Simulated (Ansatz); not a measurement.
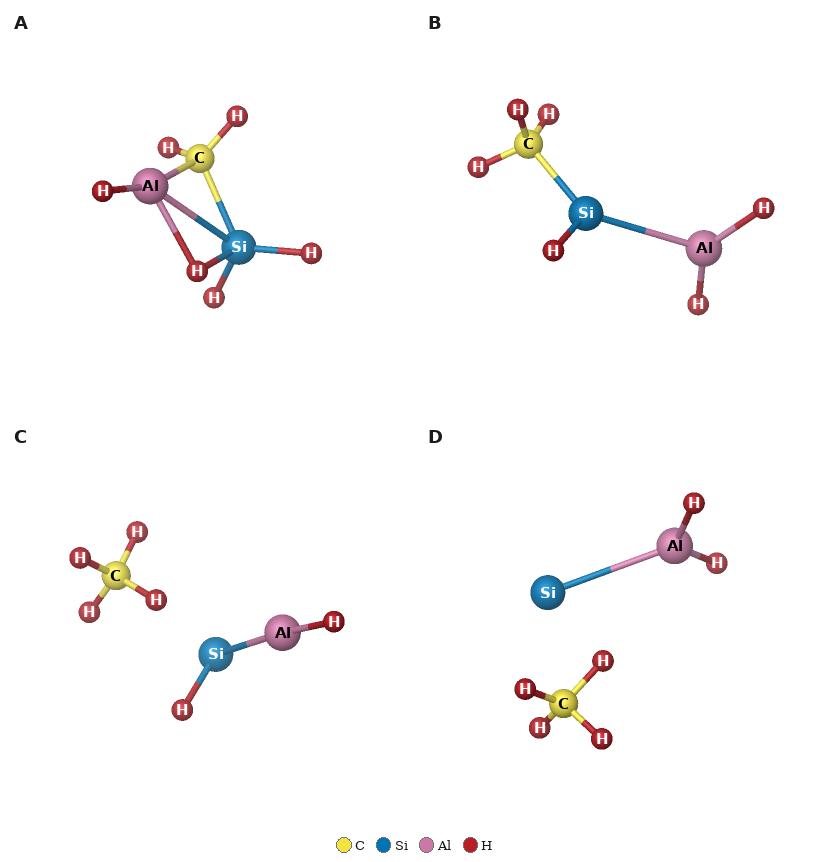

4 stationary structures of one formula. State: charge +1, singlet. Geometries: PBE0-D4/def2-TZVP. Electronic energies: ωB97M-V/def2-TZVPP (Ansatz 0.2.0), without zero-point energy. No frequency run is at hand to confirm each as a minimum. Each is one conformer, not always the lowest.

### Which is lowest in energy, and by how much?

A is lowest; B lies 75.3 kJ/mol above it, C lies 161.9 kJ/mol above it, D lies 254.4 kJ/mol above it.
